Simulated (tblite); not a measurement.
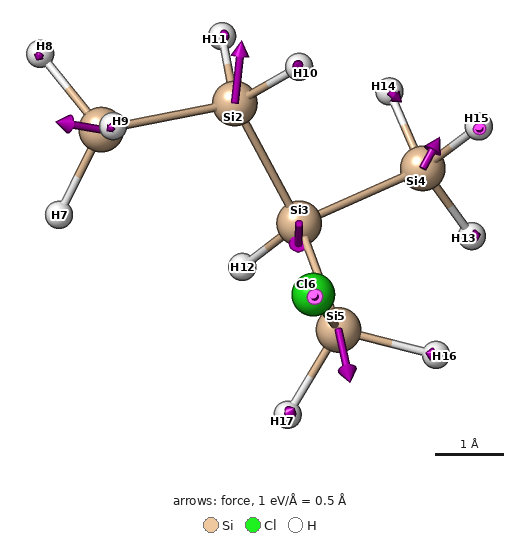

Starting geometry of Si$_{5}$H$_{11}$Cl with the computed forces as purple arrows. The picture is a ball-and-stick view, seen at a tilt.

Level of theory: GFN2-xTB geometry optimisation, gas phase in tblite. 

Question: Is this structure relaxed? If not, where do the atoms go?

Answer: It isn't relaxed: the largest force vector, on a Si atom, is 1.97 eV/Å. The final displacements have little in common with the starting forces (cosine between the two patterns 0.27). The atom that moves furthest after the best rigid fit is an H atom (0.59 Å). By element the largest moves are H 0.59 Å, Si 0.28 Å, Cl 0.17 Å. Among the contacts that change: Si–Si 2.200 → 2.345 Å, Si–Si 2.218 → 2.329 Å, Si–Si 2.247 → 2.332 Å, Cl–Si 2.073 → 2.044 Å. Bond angles that change, for instance: Si–Si–Si 104.7° → 116.5°, Si–Si–H 109.4° → 117.8°, Si–Si–H 113.4° → 106.0°. After 82 geometry steps the energy has fallen by 0.636 eV.
